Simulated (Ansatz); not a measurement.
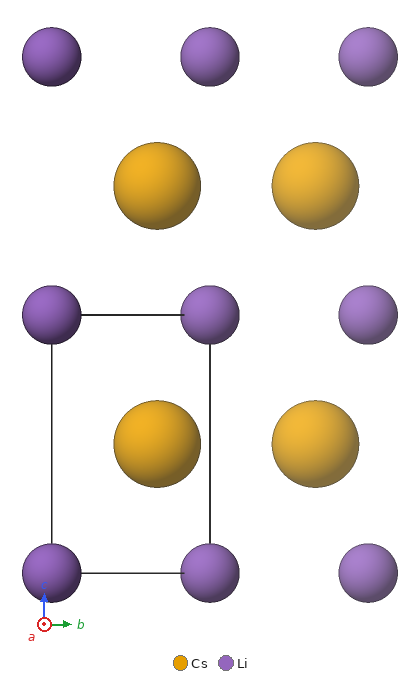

Projection along an edge of the hexagonal mesh, stacking direction c upwards. Every atom sits on one of the three columns of the mesh; call them A, B, C in the order in which they first turn up. The sequence starts with the first layer at or above the cell's origin.

CsLi. Coordinates: the end point of a relaxation with Ansatz 0.2.0, DFT PBE+D3(BJ), scalar-relativistic, plane waves, PAW; the starting structure was generated, so it need not be a known form of this composition.

Question: List the layers of one repeat.

Answer: Li(A) – Cs(B) (two layers in 6.37 Å).

Question: Taking all atoms as equal spheres, what packing is it?

Answer: As equal spheres, AB: hexagonal close packing.
